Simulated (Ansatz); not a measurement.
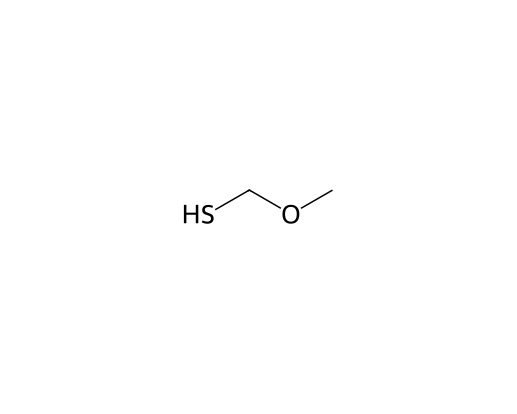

Skeletal drawing of a molecule.

**Give its SMILES.**

COCS

**What is the molecular formula?**

C2H6OS.

**An optimisation with PBE0-D4/def2-TZVP gave a structure of which point group?**

C1. Other conformers may differ.

The parts below concern this one geometry. Atoms keep their numbers from picture to picture. The geometry was computed by an optimisation with PBE0-D4/def2-TZVP.

## Vibrations

Harmonic vibrations computed with RKS PBE0-D4/def2-TZVP (Ansatz 0.2.0) at a stationary point of the same level.

**List the wavenumbers.**

24 modes: 94, 211, 251, 287, 400, 755, 838, 996, 1069, 1158, 1176, 1218, 1258, 1355, 1463, 1480, 1486, 1506, 2711, 2990, 3002, 3040, 3046, 3145 cm⁻¹.

## Thermal motion

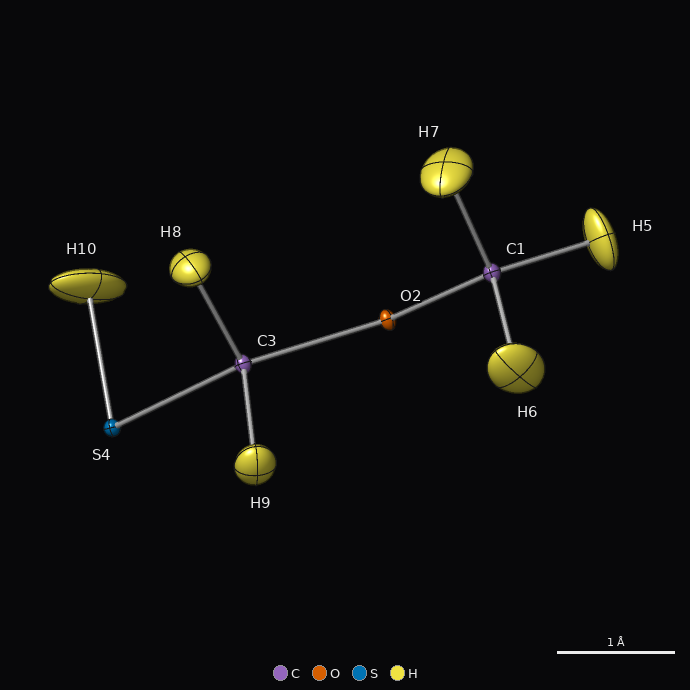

Displacement ellipsoids at the 50 % level, from the internal vibrations of the free molecule (harmonic, no overall translation or rotation; no half-axis is drawn under 0.075 Å). Vibrations computed with RKS PBE0-D4/def2-TZVP (Ansatz 0.2.0). Temperature: 0 K (zero-point motion alone).

List U_eq and the three principal root-mean-square amplitudes for each kind of atom.

| atom | U_eq (Å²) | rms amplitudes (Å) |
| --- | --- | --- |
| C1 | 0.0020 | 0.034, 0.041, 0.056 |
| O2 | 0.0021 | 0.032, 0.039, 0.061 |
| C3 | 0.0022 | 0.035, 0.045, 0.057 |
| S4 | 0.00049 | 0.016, 0.022, 0.027 |
| H5 | 0.0186 | 0.079, 0.128, 0.182 |
| H6 | 0.0214 | 0.081, 0.150, 0.187 |
| H7 | 0.0213 | 0.081, 0.149, 0.187 |
| H8 | 0.0134 | 0.087, 0.117, 0.138 |
| H9 | 0.0134 | 0.087, 0.117, 0.137 |
| H10 | 0.0287 | 0.080, 0.147, 0.241 |

## Dipole moment

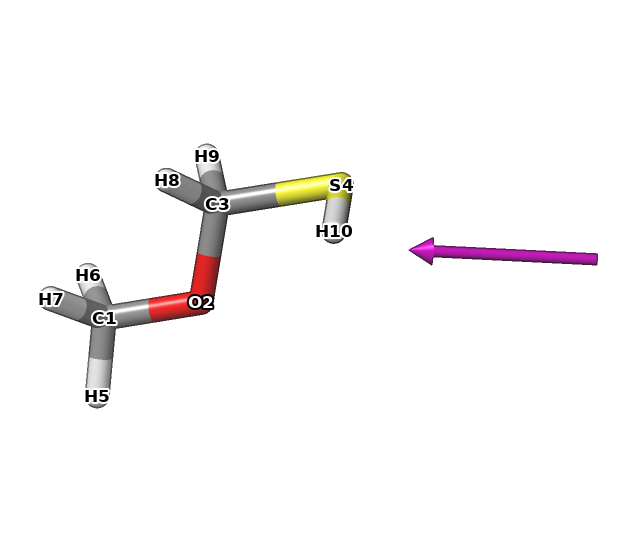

The arrow beside the molecule shows the direction of the dipole moment, from the negative to the positive end (its length means nothing). Level of theory: RKS r2SCAN-D4/def2-TZVPP (Ansatz 0.2.0).

**How large is the dipole moment?**

2.13 D; it points from the side of S4 to the side of H7 (the outermost atoms at the two ends).
